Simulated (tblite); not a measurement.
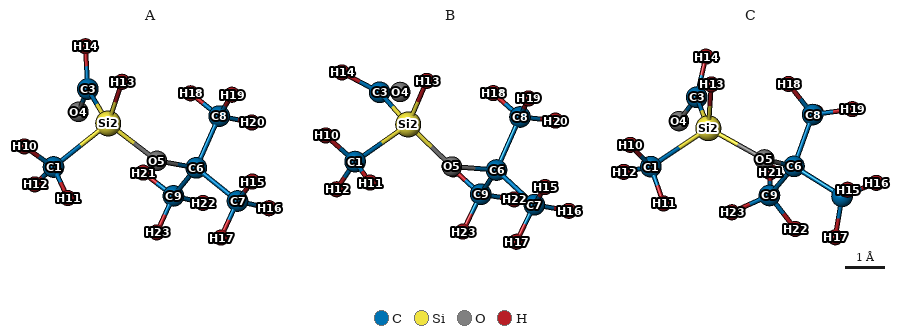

3 geometries from one relaxation of C$_{6}$H$_{14}$O$_{2}$Si, in shuffled order. The picture is a ball-and-stick view, seen at a tilt.

Level of theory: tblite, GFN2-xTB geometry optimisation, gas phase. 

Put them in the order of the run, from the start to the converged end.

C, A, B. They are steps 0, 78, 199, at +30.3 kcal/mol, +1.94 kcal/mol relative to the last. The atom that moves furthest after the best rigid fit is H14 (1.74 Å). By element the largest moves are H 1.74 Å, O 0.94 Å, C 0.49 Å, Si 0.10 Å. Among the contacts that change: Si2–C3 1.834 → 1.929 Å, Si2–O5 1.676 → 1.603 Å, O5–C6 1.365 → 1.420 Å, C8–H19 1.131 → 1.087 Å. Bond angles that change, for instance: Si2–O5–C6 118.1° → 137.0°, C1–Si2–O5 113.6° → 104.9°, O5–Si2–H13 104.8° → 113.3°. Groups turn about Si2–C3 by about 95°, C6–C9 by about 55°, Si2–O5 by about 50°. After 199 geometry steps the energy has fallen by 30.3 kcal/mol. The run took 3.3 s on 1 thread of Arm Neoverse N1 (shared host).
